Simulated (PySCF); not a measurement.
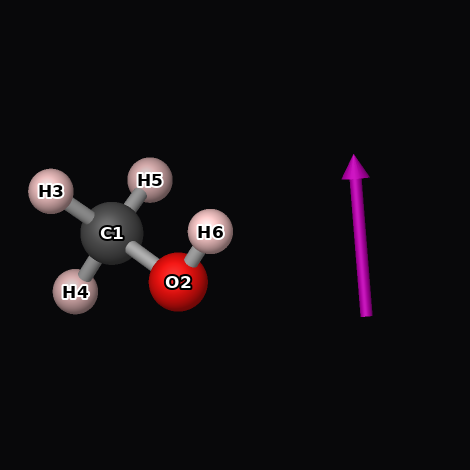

The arrow beside the molecule shows the direction of the dipole moment, from the negative to the positive end (its length means nothing). The geometry was computed by an optimisation with PBE0-D3(BJ)/def2-SVP. No frequency run is at hand to confirm it as a minimum. Properties computed with B3LYP/6-31G*, gas phase (PySCF 2.14.0).

Question: How large is the dipole moment?

Answer: 1.64 D; it points from the side of O2, H4 to the side of H3, H5 (the outermost atoms at the two ends).
